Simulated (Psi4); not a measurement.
# [NO2]− (nitrite), step by step

Wanted: a structure relaxation (SVWN-RPA/3-21G), then the harmonic vibrations, then the vertical excitations (TDA-SVWN-RPA/3-21G) of [NO2]− (nitrite). 

The results are computed with Psi4 1.11.

## (1) The molecule

The species is [NO2]− (3 atoms), meant as a singlet with charge -1. SMILES: `O=N[O-]`. Geometry: relaxed at PBE0-D4/def2-TZVPD. The run starts from this shape.

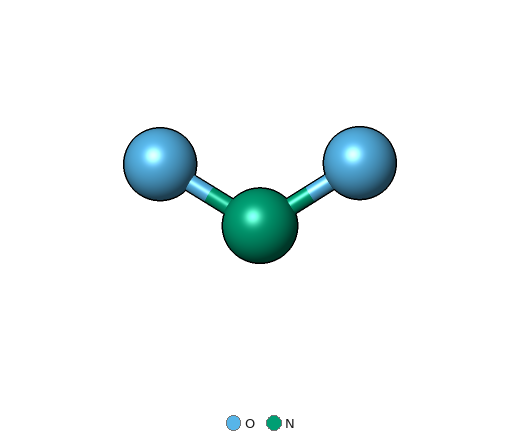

The structure, seen from a chosen angle (oxygen blue, nitrogen teal).

## (2) A geometry optimisation at SVWN-RPA/3-21G (density fitting) (run 1)

Contents of calc.in:

```
memory 1600 mb

molecule geom {
  -1 1
  O      0.61007918     1.87583664     0.54352303
  N      0.61557829    -0.46373879     0.28721947
  O     -1.22565747    -1.41211674    -0.83074250
  units au
}

set {
  basis 3-21G
  geom_maxiter 60
}

e_tot, wfn = opt("svwn", return_wfn=True)
print_variables()
```

The run is started by

```console
$ psi4 calc.in calc.out -n 1
```

calc.out:

```text
[...]
  Running in cs symmetry.
[...]
  Nuclear repulsion =   63.552463687513523
[...]
  Multiplicity = 1
[...]
  Nalpha       = 12
  Nbeta        = 12
[...]
    Number of basis functions: 27
[...]
   @DF-RKS iter   1:  -202.79280694287976   -9.96611e-02   2.98787e-02 ADIIS/DIIS
[...]
   @DF-RKS iter   7:  -202.93957829995043   -6.02540e-12   2.24616e-09 DIIS
[...]
    Orbital Energies [Eh]
    ---------------------
    Doubly Occupied:
       1Ap   -18.199331     2Ap   -18.199199     3Ap   -13.603577
       4Ap    -0.729752     5Ap    -0.577741     6Ap    -0.234425
       7Ap    -0.103925     1App   -0.099526     8Ap    -0.074805
       2App    0.051564     9Ap     0.090883    10Ap     0.124679
[...]
  @DF-RKS Final Energy:  -202.93957829995043
   => Energetics <=
    Nuclear Repulsion Energy =             59.3886457637858598
    One-Electron Energy =                -405.5814427584425061
    Two-Electron Energy =                 166.4508032973542981
    DFT Exchange-Correlation Energy =     -23.1975846026480852
    Empirical Dispersion Energy =           0.0000000000000000
    VV10 Nonlocal Energy =                  0.0000000000000000
    Total Energy =                       -202.9395782999504263
[...]
  -Total Gradient:
     Atom            X                  Y                   Z
    ------   -----------------  -----------------  -----------------
       1        0.000038706215    -0.000112915748     0.000000000000
       2       -0.000116172302     0.000080714097     0.000000000000
       3        0.000118525421     0.000003978335     0.000000000000
[...]
```

The script printed:

```text
Optimizer: Optimization complete!
```

It took 6 s on 1 thread of AMD EPYC 7B13 (Zen 3), shared host; peak memory 0.23 GiB.

Step by step:

```
step  energy from the first frame kept (eV)  largest force (eV/Å)
   0                                 0.0000                5.2480
   1                                -0.3766                1.9389
   2                                -0.4115                0.5002
   3                                -0.4237                0.0921
   4                                -0.4238                0.0073
```

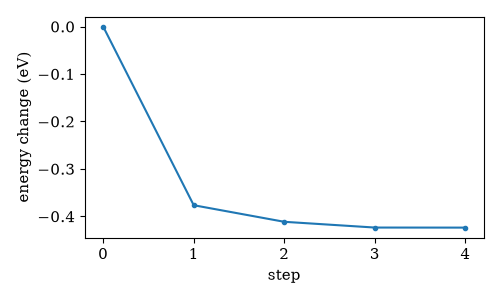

Energy along the run.

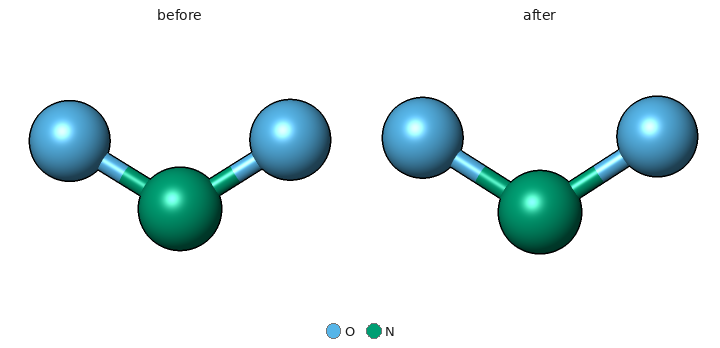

Before and after, at one scale.

After the run. Bond lengths: O1–N2 1.336 Å, N2–O3 1.336 Å. Angles: O1–N2–O3 115.2°.

## (3) Vibrational wavenumbers at SVWN-RPA/3-21G (density fitting) (run 2)

Contents of no2.in:

```
memory 1.6 GB

molecule geom {
  -1 1
  O
  N 1 r2
  O 2 r3 1 a3

  r2 = 1.335585
  r3 = 1.335586
  a3 = 115.2452
  symmetry c1
}

set {
  basis 3-21G
  t 298.15
  rotational_symmetry_number 2
}

energy_value, wavefunction = frequencies("svwn", return_wfn=True)
```

The run is started by

```console
$ psi4 -i no2.in -o no2.out -n 1
```

no2.out:

```text
[...]
  Running in c1 symmetry.
[...]
  Nuclear repulsion =   59.388656512290666
[...]
  Multiplicity = 1
[...]
  Nalpha       = 12
  Nbeta        = 12
[...]
    Number of basis functions: 27
[...]
   @DF-RKS iter   1:  -202.80162749129934   -4.14958e-01   2.43785e-02 DIIS/ADIIS
[...]
  -Total Gradient:
     Atom            X                  Y                   Z
    ------   -----------------  -----------------  -----------------
       1       -0.000042868895    -0.000111439105    -0.000000000000
       2        0.000119427088     0.000076188609    -0.000000000000
       3       -0.000118636940     0.000008570552    -0.000000000000
[...]
   @DF-RKS iter  10:  -202.93957829914086   -3.41061e-13   1.15097e-09 DIIS
[...]
  @DF-RKS Final Energy:  -202.93957829914086
   => Energetics <=
    Nuclear Repulsion Energy =             59.3886565122906660
    One-Electron Energy =                -405.5814639181867847
    Two-Electron Energy =                 166.4508140555049351
    DFT Exchange-Correlation Energy =     -23.1975849487496610
    Empirical Dispersion Energy =           0.0000000000000000
    VV10 Nonlocal Energy =                  0.0000000000000000
    Total Energy =                       -202.9395782991408623
[...]
  ==> Harmonic Vibrational Analysis <==
[...]
  Freq [cm^-1]                 673.2424           1098.7085           1159.8519
[...]
  IR activ [km/mol]             8.5190             186.2056            14.2528
[...]
  Total E_0, Enthalpy at 0 [K]                                                         -202.93289916 [Eh]
[...]
  Total H, Enthalpy at  298.15 [K]                                                     -202.92895380 [Eh]
[...]
  Total G, Gibbs energy at  298.15 [K]                                                 -202.95610698 [Eh]
[...]
```

Run time: 6 s. Hardware: 1 thread of AMD EPYC 7B13 (Zen 3), shared host; peak memory 0.23 GiB.

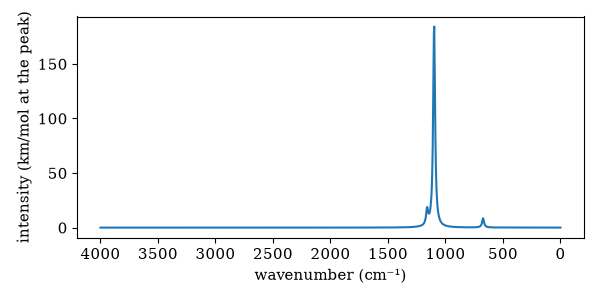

Harmonic infrared spectrum, unscaled, lines broadened by 10 cm⁻¹.

## (4) The vertical excitations at TDA-SVWN-RPA/3-21G (density fitting, save jk yes) (run 3)

Contents of no2.xyz:

```xyz
3
NO2
O      0.339461     1.058565     0.304070
N      0.358200    -0.269849     0.167130
O     -0.693620    -0.791771    -0.469314
```

Contents of no2.py:

```python
import psi4

psi4.set_memory('1600 MB')
psi4.set_num_threads(1)
psi4.core.set_output_file('psi4.out', False)

with open('no2.xyz') as f:
    atoms = ''.join(f.readlines()[2:])
geom = psi4.geometry('-1 1\n' + atoms + 'symmetry c1')

psi4.set_options({
    'basis': '3-21G',
    'save_jk': True,
})

from psi4.driver.procrouting.response.scf_response import tdscf_excitations
result, w = psi4.energy("SVWN", molecule=geom, return_wfn=True)
states = tdscf_excitations(w, states=6, tda=True)
for k, s in enumerate(states, 1):
    print(f"root {k}: {s['EXCITATION ENERGY'] * 27.211386:.4f} eV  f = {s['OSCILLATOR STRENGTH (LEN)']:.4f}  {s['SYMMETRY']}")
print(f'SVWN energy: {result:.10f} Eh')
for k, v in sorted(psi4.core.scalar_variables().items()):
    print(f'{k:45s} {v:18.10f}')
```

The run is started by

```console
$ python no2.py
```

psi4.out:

```text
[...]
  Running in c1 symmetry.
[...]
  Nuclear repulsion =   59.388664372844445
[...]
  Multiplicity = 1
[...]
  Nalpha       = 12
  Nbeta        = 12
[...]
    Number of basis functions: 27
[...]
   @DF-RKS iter   1:  -202.80162751057645   -4.14958e-01   2.43785e-02 ADIIS/DIIS
[...]
   @DF-RKS iter   8:  -202.93957829908126   -8.54621e-08   3.36739e-07 DIIS
[...]
  @DF-RKS Final Energy:  -202.93957829908126
   => Energetics <=
    Nuclear Repulsion Energy =             59.3886643728444454
    One-Electron Energy =                -405.5814870871447511
    Two-Electron Energy =                 166.4508293195207216
    DFT Exchange-Correlation Energy =     -23.1975849043016922
    Empirical Dispersion Energy =           0.0000000000000000
    VV10 Nonlocal Energy =                  0.0000000000000000
    Total Energy =                       -202.9395782990812620
[...]
 Multipole Moments:
 ------------------------------------------------------------------------------------
     Multipole            Electronic (a.u.)      Nuclear  (a.u.)        Total (a.u.)
 ------------------------------------------------------------------------------------
 L = 1.  Multiply by 2.5417464519 to convert [e a0] to [Debye]
 Dipole X            :          0.0407361           -0.0029151            0.0378210
 Dipole Y            :         -0.0280014            0.0020039           -0.0259976
 Dipole Z            :          0.0000000            0.0000000            0.0000000
 Magnitude           :                                                    0.0458945
[...]
                                    Excitation Energy         Total Energy        Oscillator Strength             Rotatory Strength
[...]
Excited State    1 (1 A):   0.10067 au   452.60 nm f = 0.0019
[...]
Excited State    3 (1 A):   0.26463 au   172.17 nm f = 0.0985
[...]
```

Standard output:

```text
root 1: 2.7394 eV  f = 0.0019  A
root 2: 3.3276 eV  f = 0.0000  A
root 3: 7.2011 eV  f = 0.0985  A
root 4: 8.0718 eV  f = 0.0012  A
root 5: 9.0230 eV  f = 0.0000  A
root 6: 9.3396 eV  f = 0.0000  A
SVWN energy: -202.9395782991 Eh
CURRENT ENERGY                                   -202.9395782991
CURRENT REFERENCE ENERGY                         -202.9395782991
DD SOLVATION ENERGY                                 0.0000000000
DFT FUNCTIONAL TOTAL ENERGY                      -202.9395782991
DFT TOTAL ENERGY                                 -202.9395782991
DFT VV10 ENERGY                                     0.0000000000
DFT XC ENERGY                                     -23.1975849043
GRID ELECTRONS ALPHA                               12.0000031625
GRID ELECTRONS BETA                                12.0000031625
GRID ELECTRONS TOTAL                               24.0000063250
NUCLEAR REPULSION ENERGY                           59.3886643728
ONE-ELECTRON ENERGY                              -405.5814870871
PCM POLARIZATION ENERGY                             0.0000000000
PE ENERGY                                           0.0000000000
SCF ITERATION ENERGY                             -202.9395782991
SCF ITERATIONS                                      8.0000000000
SCF TOTAL ENERGY                                 -202.9395782991
TWO-ELECTRON ENERGY                               166.4508293195
XC GRID RADIAL POINTS                              75.0000000000
XC GRID SPHERICAL POINTS                          302.0000000000
XC GRID TOTAL POINTS                            62022.0000000000
```

Wall time 3.6 s (1 thread of AMD EPYC 7B13 (Zen 3), shared host); peak memory 0.21 GiB.

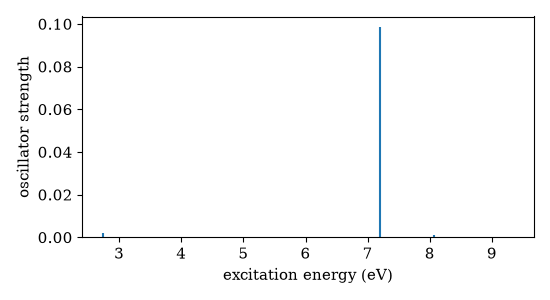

Vertical excitations as sticks.

The roots found:

```
excited state  energy (eV)  strength  label
            1        2.739    0.0019    A 1
            2        3.328    0.0000    A 1
            3        7.201    0.0985    A 1
            4        8.072    0.0012    A 1
            5        9.023    0.0000    A 1
            6        9.340    0.0000    A 1
```

## (5) What came out

```
                                                                        quantity             value
                                  run 1, SVWN-RPA/3-21G: total energy at the end     -202.93958 Eh
                                              run 1, SVWN-RPA/3-21G: HOMO energy           3.39 eV
                                              run 1, SVWN-RPA/3-21G: LUMO energy           5.47 eV
    run 1, SVWN-RPA/3-21G: HOMO–LUMO gap (to an unbound level, set by the basis)           2.08 eV
                               run 2, SVWN-RPA/3-21G: lowest harmonic wavenumber          673 cm⁻¹
                              run 2, SVWN-RPA/3-21G: highest harmonic wavenumber         1160 cm⁻¹
                                        run 2, SVWN-RPA/3-21G: zero-point energy       17.5 kJ/mol
run 2, SVWN-RPA/3-21G: ideal-gas entropy at 298.15 K (symmetry number 2 as used)  57.1 cal/(mol K)
                    run 3, TDA-SVWN-RPA/3-21G: ground-state or mean-field energy     -202.93958 Eh
            run 3, TDA-SVWN-RPA/3-21G: HOMO energy (SVWN-RPA Kohn–Sham orbitals)           3.39 eV
            run 3, TDA-SVWN-RPA/3-21G: LUMO energy (SVWN-RPA Kohn–Sham orbitals)           5.47 eV
run 3, TDA-SVWN-RPA/3-21G: HOMO–LUMO gap (to an unbound level, set by the basis)           2.08 eV
                             run 3, TDA-SVWN-RPA/3-21G: lowest excitation energy           2.74 eV
```

**Reading.** The optimisation (run 1, SVWN-RPA/3-21G) took 5 steps and changed the energy by -0.424 eV. The HOMO (run 1, SVWN-RPA/3-21G) lies at positive energy, 3.39 eV, from the functional's self-interaction, a short basis or an electron that isn't bound; only total energies against the neutral tell. All 3 modes (run 2, SVWN-RPA/3-21G) are real, so the shape is a minimum at this level. The HOMO (run 2, SVWN-RPA/3-21G) lies at positive energy, 3.39 eV, from the functional's self-interaction, a short basis or an electron that isn't bound; only total energies against the neutral tell. The brightest of the 6 transitions from the ground state lies at 7.20 eV (172 nm, f = 0.099); the lowest, at 2.74 eV, has f = 0.002. For an anion, states without diffuse functions may be basis-held continuum.
